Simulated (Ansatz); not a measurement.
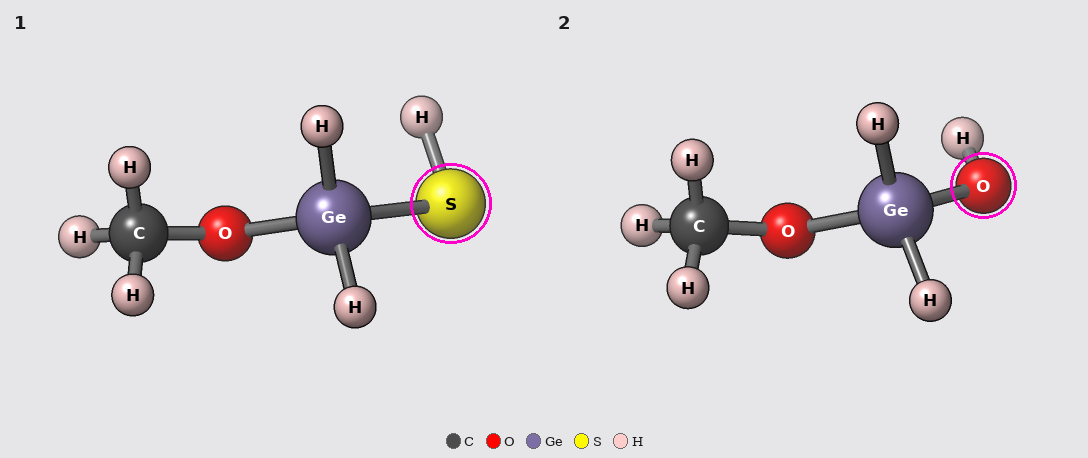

2 molecules with one skeleton, seen from the same side and at one scale; the atom that differs is circled. Charge 0, singlet. Computed geometries: PBE0-D4/def2-TZVP optimisations, one conformation each. Properties computed with Ansatz 0.2.0.

One atom differs, called X below: S in panel 1, O in panel 2. Their formulas are CH6GeOS (`C[O][GeH2][SH]`), CH6GeO2 (`C[O][GeH2][OH]`).

**In which is the HOMO–LUMO gap larger (PBE0-D4/def2-SVP)?**

In panel 2 (X = O).

**In which is the HOMO energy (Kohn–Sham orbital) higher (PBE0-D4/def2-SVP)?**

In panel 1 (X = S).

Give the values. With PBE0-D4/def2-TZVP: length of X–Ge (Å), length of X–H (Å), angle Ge–X–H (°). With PBE0-D4/def2-SVP: HOMO energy (Kohn–Sham orbital) (eV), HOMO–LUMO gap (eV). With ωB97M-V/def2-TZVPP: dipole moment (D).

```tsv
quantity	1 (S)	2 (O)	2 − 1
length of X–Ge (Å)	2.202	1.764	−0.438
length of X–H (Å)	1.343	0.960	−0.383
angle Ge–X–H (°)	93.9	112.2	+18.3
HOMO energy (Kohn–Sham orbital) (eV)	−7.45	−7.79	−0.34
HOMO–LUMO gap (eV)	8.06	8.64	+0.58
dipole moment (D)	1.84	1.94	+0.10
```
